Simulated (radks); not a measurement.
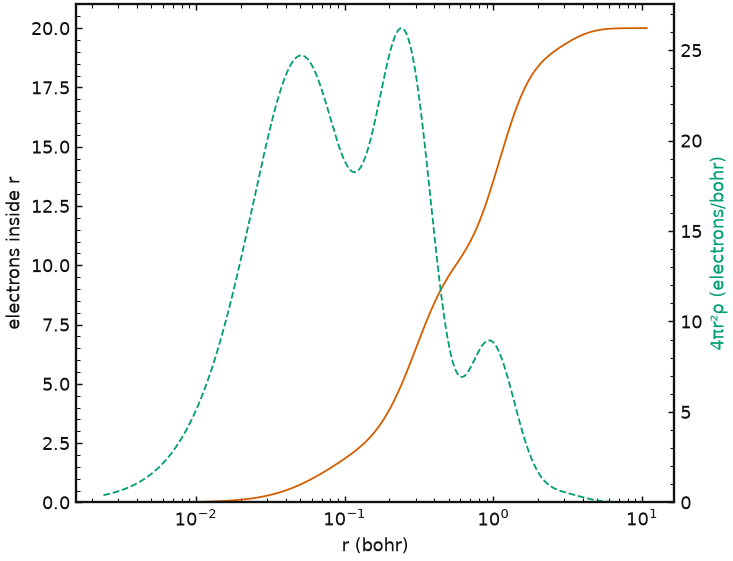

The number of electrons inside radius r (solid) and the radial density 4πr²ρ (dashed). The count levels off at 20 electrons. Half of them lie within 0.558 bohr, 90 % within 1.81 bohr and 99 % within 4.31 bohr. The radial density has minima at 0.116 and 0.614 bohr, where the count stands at 2.1 and 10.4; these part the shells that the density resolves.

**Sc⁺: atomic calculation**

System: Sc⁺ (Z = 21, 20 electrons) in the configuration [Ar] 3d1 4s1 (high spin).
Method: non-relativistic Kohn-Sham, PBEsol, spin-polarised, spherical densities, point nucleus (the in-house radial solver radks).

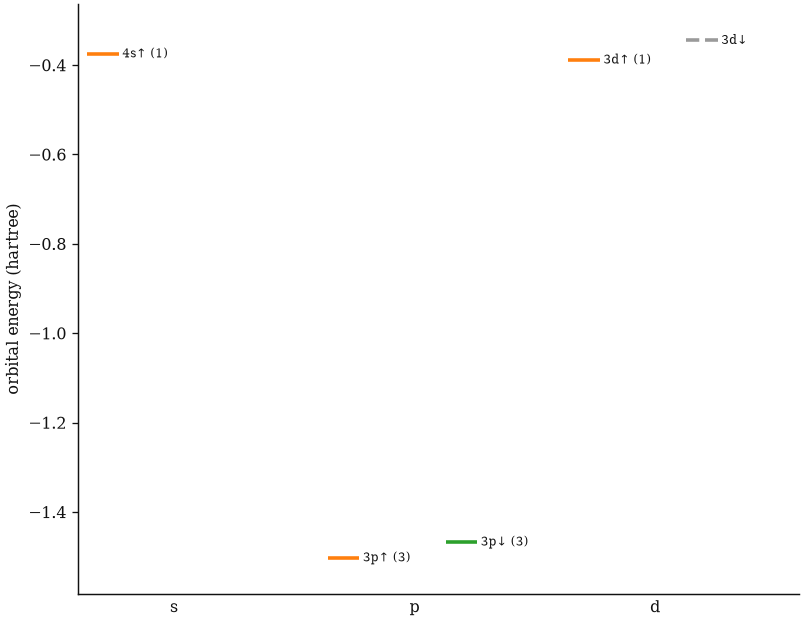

The outer levels are drawn by angular momentum (occupations in brackets, up spins at the left of each column and down spins at the right, empty levels dashed). The highest occupied level is 4s up at −0.375 hartree. From the top down the occupied levels run 4s up (−0.375 hartree), 3d up (−0.389 hartree), 3p down (−1.47 hartree), 3p up (−1.50 hartree). The lowest empty level drawn is 3d down at −0.345 hartree. The largest exchange splitting (down less up) among the shells drawn in both spins is that of 3d, 0.0438 hartree.

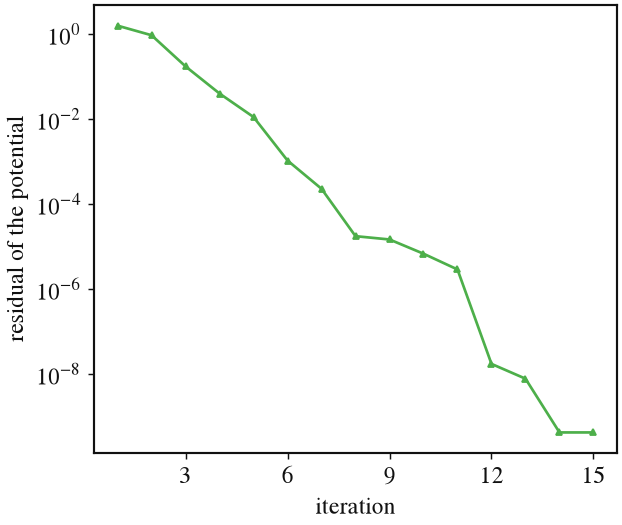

Convergence: residual of the potential against the iteration. The residual falls almost steadily, with no more than small rises or pauses. It goes from 1.6 to 4.2×10⁻¹⁰ in 15 steps.

These pictures come from the run below.

## The input
```
Z 21
configuration [Ar] 3d1 4s1
relativity non-relativistic
functional pbe_sol,pbe_sol
spin polarised
nucleus point
```

Energies in input and log are in hartree, lengths in bohr.

Launched within a batch (the task file carries these settings):
```bash
python <driver script> task.json out
```

## The program's output
```
1s      1   1.0000        -160.67597337
2s      1   1.0000         -17.49086826
2p      1   3.0000         -14.49560807
3s      1   1.0000          -2.26450737
3p      1   3.0000          -1.50296996
3d      1   1.0000          -0.38880946
4s      1   1.0000          -0.37504280
1s      2   1.0000        -160.67492410
2s      2   1.0000         -17.48084317
2p      2   3.0000         -14.48767929
3s      2   1.0000          -2.23057660
3p      2   3.0000          -1.46763541
3d      2   0.0000          -0.34498847
4s      2   0.0000          -0.31059603
Etot -759.2564999245014
Ekin 758.4572655644823
Encl -1793.4867851341353
Eh 313.3764424305083
Exc -37.603422785356656
err 4.239617601377198e-10
it 15
```

## Orbitals

```tsv
orbital	occupation	energy (eV)	⟨r⟩ (bohr)	outer maximum (bohr)
1s up	1	−4372.2	0.07366	0.0484
1s down	1	−4372.2	0.07366	0.0484
2s up	1	−475.951	0.3465	0.286
2s down	1	−475.678	0.3464	0.286
2p up	3	−394.446	0.3089	0.233
2p down	3	−394.230	0.3087	0.233
3s up	1	−61.620	1.083	0.933
3s down	1	−60.697	1.081	0.933
3p up	3	−40.898	1.172	0.970
3p down	3	−39.936	1.167	0.970
3d up	1	−10.580	1.695	1.09
4s up	1	−10.205	3.321	2.92
3d down	0	−9.388	1.643	1.08
```

## Summary

| quantity | value |
| --- | --- |
| outcome | converged |
| total energy | −759.256500 hartree |
| kinetic energy | 758.457266 hartree |
| electron–nucleus energy | −1793.4868 hartree |
| Hartree energy | 313.376442 hartree |
| exchange–correlation energy | −37.603423 hartree |
| radius at density 0.001 e/bohr³ | 4.25 bohr |
| SCF iterations | 15 |
| hardware | 1 CPU thread, shared host |
